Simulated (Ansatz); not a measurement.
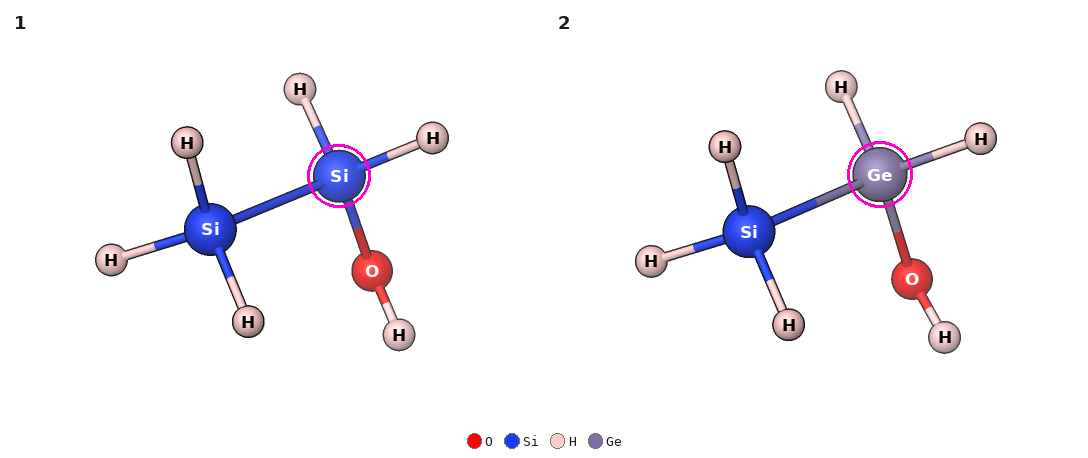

2 molecules with one skeleton, seen from the same side and at one scale; the atom that differs is circled. Charge 0, singlet. Computed geometries: PBE0-D4/def2-TZVP optimisations, one conformation each. Properties computed with Ansatz 0.2.0.

One atom differs, called X below: Si in panel 1, Ge in panel 2. Their formulas are H6OSi2 (`O[SiH2][SiH3]`), GeH6OSi (`[OH][GeH2][SiH3]`).

In which is the mean length of X–H larger (PBE0-D4/def2-TZVP)?

In panel 2 (X = Ge).

In which is the length of X–O larger (PBE0-D4/def2-TZVP)?

In panel 2 (X = Ge).

Give the values. With PBE0-D4/def2-TZVP: mean length of X–H (Å), length of X–O (Å), length of X–Si (Å), mean angle Si–X–H (°). With PBE0-D4/def2-QZVPP: HOMO energy (Kohn–Sham orbital) (eV), HOMO–LUMO gap (eV). With ωB97M-V/def2-TZVPP: dipole moment (D).

```
                            quantity  1 (Si)  2 (Ge)   2 − 1
              mean length of X–H (Å)   1.488   1.541  +0.053
                   length of X–O (Å)   1.654   1.791  +0.137
                  length of X–Si (Å)   2.348   2.389  +0.041
               mean angle Si–X–H (°)   109.5   112.1    +2.6
HOMO energy (Kohn–Sham orbital) (eV)   −7.88   −7.82   +0.06
                  HOMO–LUMO gap (eV)    7.28    7.28    0.00
                   dipole moment (D)    1.18    1.49   +0.31
```
